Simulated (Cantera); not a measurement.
Charge: 1 mol SiF4, 0.24 mol NH3, a varied amount of N2, held at 1050 °C and 78000 Pa.

These are equilibrium values from Cantera (NASA tables, ideal gas, pure condensed phases), not measurements of a reactor. Candidate condensed phases: Si, Si3N4; 37 gas species. The tables' values for SiF3 are old estimates; treat these amounts as uncertain. Rates play no part.

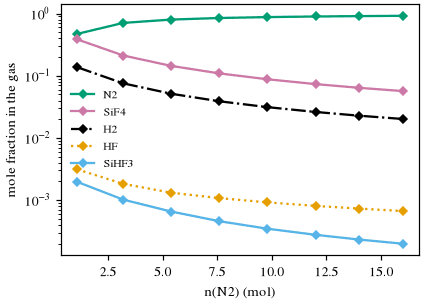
*Equilibrium gas composition (values under 1e-9 drawn at 1e-9)*

From 1.1 mol N2 to 5.4 mol N2 nothing is condensed. From 7.6 mol N2 to 16 mol N2 the condensed part is Si3N4(s). The main Si-bearing gas is SiF4 throughout.
